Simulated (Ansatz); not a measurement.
Response to strain in CdTe

The reference is CdTe in the zinc blende structure (space group F-43m, No. 216; a = 6.558 Å).

Strains are applied to the cell and any free atomic positions relax.

Computed with Kohn–Sham DFT with the r2SCAN functional, run in Ansatz (a program for electronic structure) with PAW and 500 eV plane waves, scalar-relativistic without spin-orbit coupling.

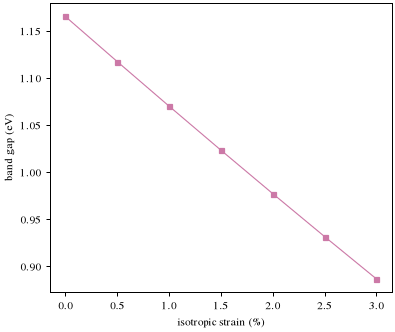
Fig. 1. Band gap against isotropic strain

| isotropic strain (%) | band gap |
|---|---|
| 0.5 | 1.12 eV |
| 1 | 1.07 eV |
| 1.5 | 1.02 eV |
| 2 | 0.98 eV |
| 2.5 | 0.93 eV |
| 3 | 0.89 eV |

With Te present, leaving out spin-orbit coupling can change the band edges. Stability against distortions was not tested.
